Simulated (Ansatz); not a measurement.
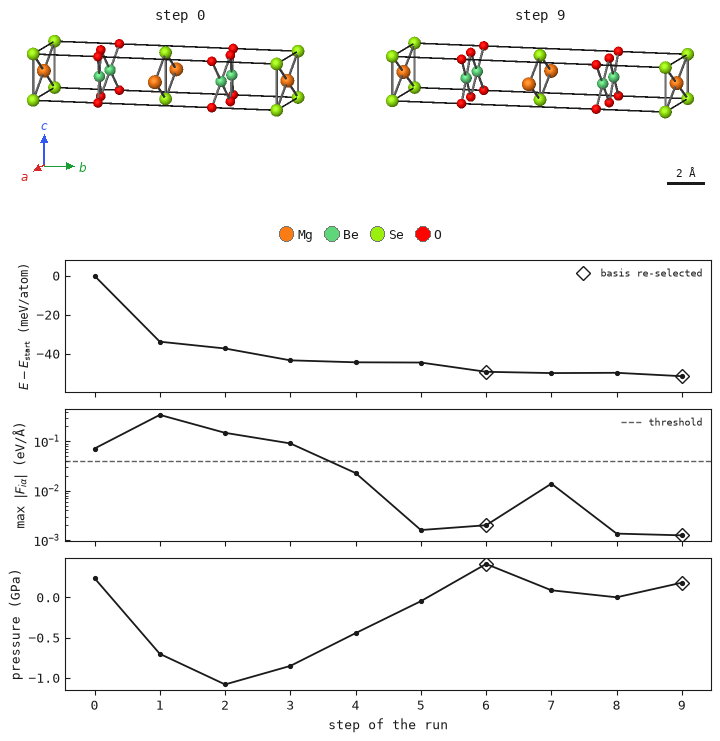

First and last geometry of a relaxation of solid MgBe2SeO2 (a generated structure, set up in Cmmm) (coarse preliminary run), with the history of the run. The picture is a ball-and-stick view of the conventional cell (2 times the calculation's cell), seen slightly off an axis. Lengths and directions refer to the drawn axes.

Level of theory: Ansatz, DFT PBE, scalar-relativistic, plane waves, PAW.

Input
```yaml
crystal:
  lattice:
    - [2.3400706762, -6.9615491532, 0.0]
    - [2.3400706762, 6.9615491532, 0.0]
    - [0.0, 0.0, 2.5933545022]
  atoms:
    - { symbol: Mg, position: [0.5, 0.5, 0.5] }
    - { symbol: Be, position: [0.5, 0.0, 0.5] }
    - { symbol: Be, position: [0.0, 0.5, 0.5] }
    - { symbol: Se, position: [0.0, 0.0, 0.0] }
    - { symbol: O, position: [0.7338635003, 0.2661364997, 0.0] }
    - { symbol: O, position: [0.2661364997, 0.7338635003, 0.0] }
basis:
  ecutwfc: 420
kpoints:
  mp_grid: { grid: [4, 4, 6] }
hamiltonian:
  xc: pbe
scf:
  occupations: { method: gaussian, width: 0.1 }
  lower_state_search: "off"
output:
  forces: true
  stress: true
  eigenvalues: true
relax:
  adjacent_minimum: "off"
  f_tol: 0.04
  max_steps: 70
  cell: { stress_tol: 0.4 }
```

Run as
```bash
ansatz run input.yaml --threads 1 --pin off --max-ram 2560MiB --backend cpu --events-out ev --progress --plain --runs-dir out
```

Read the history and describe the run.

Answer. It converged. Over 7 accepted moves (9 points after the start) the energy falls by 51.5 meV per atom. Largest force component: 0.071 eV/Å at the start, 0.0013 eV/Å at the end. The pressure goes from 0.24 to 0.18 GPa. At 2 points the geometry stayed and the basis and grid were re-selected for the new cell (energy shift of 4.7 meV per atom at most each time). The largest moves relative to the cell, 0.20 Å, are those of O5 and O6. O6 goes along +b. Be and Mg and Se stay in place. Cell: a 4.680 → 4.864 Å (+3.9 %), b 13.923 → 15.619 Å (+12.2 %), c 2.593 → 2.487 Å (−4.1 %). Volume +11.8 %. Among the contacts that change: Se4–Se4 2.593 → 2.487 Å, Mg1–Mg1 2.593 → 2.487 Å, Mg1–Se4 2.675 → 2.732 Å, Be2–O5 1.761 → 1.740 Å. Bond angles that change, for instance: Be2–O5–Be3 165.3° → 176.4°, Be2–O5–Be3 83.3° → 88.7°, Mg1–Se4–Mg1 122.0° → 125.8°. The space group stays Cmmm (No. 65).

```json
{"step": "0", "E − E(0), meV/atom": "0.00", "largest force component, eV/Å": "0.0714", "pressure, GPa": "0.24", "volume, Å³/atom": "14.082", "note": ""}
{"step": "1", "E − E(0), meV/atom": "-33.76", "largest force component, eV/Å": "0.3418", "pressure, GPa": "-0.70", "volume, Å³/atom": "14.509", "note": ""}
{"step": "2", "E − E(0), meV/atom": "-37.25", "largest force component, eV/Å": "0.1483", "pressure, GPa": "-1.08", "volume, Å³/atom": "14.959", "note": ""}
{"step": "3", "E − E(0), meV/atom": "-43.32", "largest force component, eV/Å": "0.0905", "pressure, GPa": "-0.85", "volume, Å³/atom": "14.902", "note": ""}
{"step": "4", "E − E(0), meV/atom": "-44.33", "largest force component, eV/Å": "0.0228", "pressure, GPa": "-0.44", "volume, Å³/atom": "15.048", "note": ""}
{"step": "5", "E − E(0), meV/atom": "-44.45", "largest force component, eV/Å": "0.0016", "pressure, GPa": "-0.05", "volume, Å³/atom": "15.091", "note": ""}
{"step": "6", "E − E(0), meV/atom": "-49.20", "largest force component, eV/Å": "0.0020", "pressure, GPa": "0.42", "volume, Å³/atom": "15.091", "note": "same geometry, new basis"}
{"step": "7", "E − E(0), meV/atom": "-49.85", "largest force component, eV/Å": "0.0139", "pressure, GPa": "0.09", "volume, Å³/atom": "15.498", "note": ""}
{"step": "8", "E − E(0), meV/atom": "-49.71", "largest force component, eV/Å": "0.0014", "pressure, GPa": "0.00", "volume, Å³/atom": "15.745", "note": ""}
{"step": "9", "E − E(0), meV/atom": "-51.45", "largest force component, eV/Å": "0.0013", "pressure, GPa": "0.18", "volume, Å³/atom": "15.745", "note": "same geometry, new basis"}
```

Limits of the set-up: the k-point mesh is coarse for a cell with partly filled bands.
